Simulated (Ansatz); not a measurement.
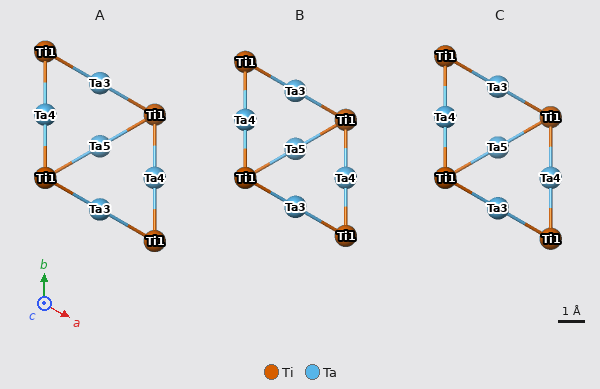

3 geometries from one relaxation of crystalline Ta$_{4}$Ti (a generated structure, set up in Im-3m) (coarse preliminary run), in shuffled order. Style: ball-and-stick. Shown: the cell of the calculation, along the c axis.

Method: DFT PBE, scalar-relativistic, plane waves, PAW (Ansatz). Set-up: plane-wave cutoff 420 eV; k-point mesh 4 × 4 × 4; occupations gaussian; smearing width 0.1 eV; no spin polarisation; cell and atoms relaxed; force threshold 0.04 eV/Å; at most 70 steps.

Q: Order the frames from highest to lowest energy.

A: B, C, A. They are steps 0, 1, 5, at +585 meV per atom, +109 meV per atom relative to the last. No atom moves by more than 0.005 Å relative to the cell. Cell: a = b = c 4.740 → 5.162 Å (+8.9 %). Volume +29.2 %. Among the contacts that change: Ta–Ta 2.736 → 2.980 Å, Ta–Ti 2.370 → 2.581 Å. The space group stays Im-3m (No. 229). After 4 accepted moves (5 points after the start) the energy has fallen by 585 meV per atom. All forces vanish by symmetry, so only the cell relaxes. The pressure goes from 47.79 to 0.14 GPa. At 1 point the geometry stayed and the basis and grid were re-selected for the new cell (energy shift of 3.6 meV per atom at most each time).
